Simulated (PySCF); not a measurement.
# C4H2, SMILES `C#CC#C`: electronic structure

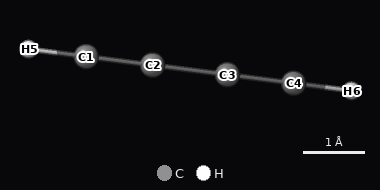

The molecule, with its atoms numbered as below. No frequency check shows the geometry to be a minimum.

Geometry (Å), atoms numbered from 1:

```
C1       1.8840   -0.0000    0.0000
C2       0.6801    0.0003    0.0000
C3      -0.6801   -0.0003    0.0000
C4      -1.8840    0.0000    0.0000
H5       2.9323   -0.0003    0.0000
H6      -2.9323    0.0003    0.0000
```

## 1. Bonding charge

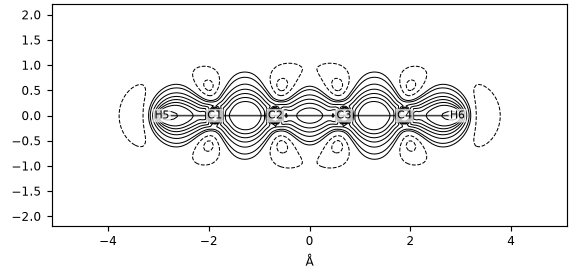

Deformation density (molecule less spherical, spin-averaged free atoms) in the molecular plane; contours at ±0.05 to ±0.8 e/Å³; solid lines: gain, dashed lines: loss.

PySCF calculation, PBE0/def2-SVPD, gas phase; geometry: GFN2-xTB.

**Describe the bonding that the map shows.**

C1–C2 and C3–C4: +0.79 e/Å³ at the bond critical point (bond length 1.20 Å). C1–H5 and C4–H6: +0.78 e/Å³ at the bond critical point (bond length 1.05 Å). C2–C3: +0.58 e/Å³ at the bond critical point (bond length 1.36 Å). In all, 1.6 electrons gather in the regions of gain relative to the promolecule.

**Where do the Hirshfeld charges lie?**

The highest Hirshfeld charge is on H5 and H6 (+0.10 e), the lowest on C1 and C4 (−0.07 e).

## 2. Bond critical points

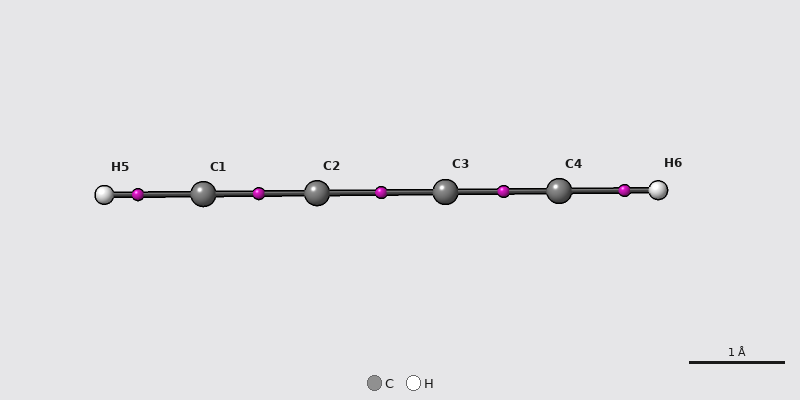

Molecular graph of the electron density (QTAIM): bond paths, bond critical points (magenta), ring points (cyan, if any); weak paths are dashed.

**How many critical points of each kind are there, and does the count close?**

6 nuclei, 5 bond, 0 ring and 0 cage critical points: 6 − 5 + 0 − 0 = 1, as the Poincaré–Hopf relation requires.

**Give the properties at the bond critical points.**

| bond | length (Å) | ρ (a.u.) | ∇²ρ (a.u.) | ε | H (a.u.) |
| --- | --- | --- | --- | --- | --- |
| C1–C2 (2 alike) | 1.204 | 0.398 | −1.05 | 0.00 | −0.546 |
| C2–C3 | 1.360 | 0.310 | −0.82 | 0.00 | −0.306 |
| C1–H5 (2 alike) | 1.048 | 0.297 | −1.26 | 0.00 | −0.349 |

**What kind of interaction is C2–C3?**

Shared-shell (covalent): ρ = 0.310, ∇²ρ = −0.82, H = −0.306 a.u.

## 3. Electrostatic potential

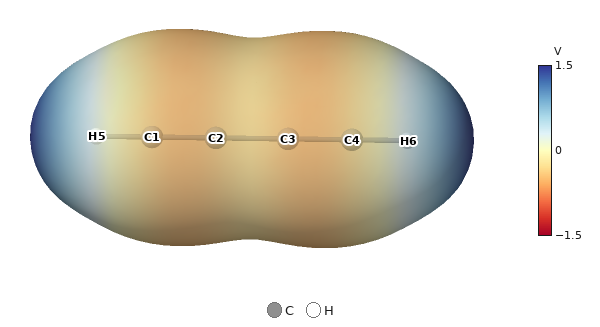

Electrostatic potential on the surface of electron density 0.001 a.u.

**Where are the extremes of the potential on the surface?**

Highest: 1.48 V, 1.2 Å from H5, and at like points elsewhere. Further maxima include −0.30 V, off the C2–C3 bond (2.0 to 2.1 Å from its atoms), and at like points elsewhere. Lowest: −0.51 V, off the C3–C4 bond (2.1 Å from its atoms), and at like points elsewhere. The surface is sampled at points, so like sites can differ by a few per cent and only the strongest of them is named.

**What volume does the surface enclose, and what is the dipole moment?**

About 80 Å³; the dipole moment is 0.0 D.

## 4. Localised orbitals

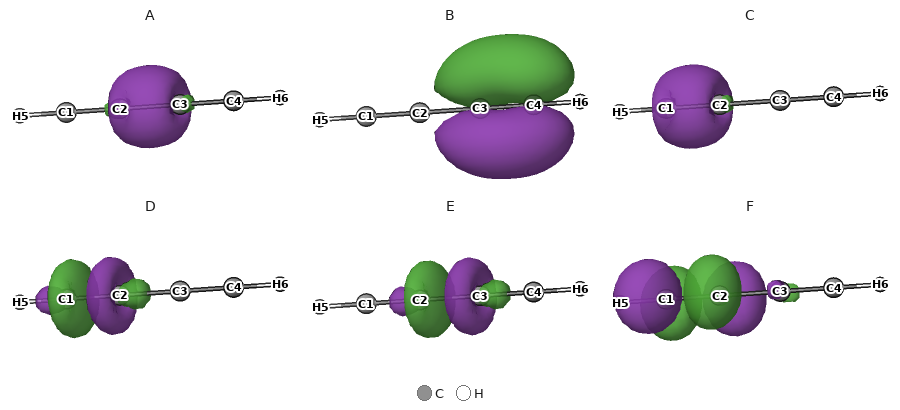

Intrinsic bond orbitals (IBO), occupied and valence-virtual; each surface holds about 80 % of the orbital's density. Energies are diagonal elements of the Fock matrix.

Computed with PySCF, CAM-B3LYP/def2-TZVP, geometry: GFN2-xTB.

**What does each orbital represent in a Lewis picture?**

By panel:
- A: σ bond C2–C3 (C2 50 %, C3 50 %; −20.8 eV)
- B: π bond C3–C4 (C3 49 %, C4 48 %; −10.4 eV)
- C: σ bond C2–C1 (C2 50 %, C1 49 %; −22.0 eV)
- D: σ* orbital C1–C2 (C1 50 %, C2 49 %; 27.3 eV)
- E: σ* orbital C3–C2 (C3 50 %, C2 50 %; 17.8 eV)
- F: π* orbital C1–C2 (C1 49 %, C2 48 %; 4.2 eV)
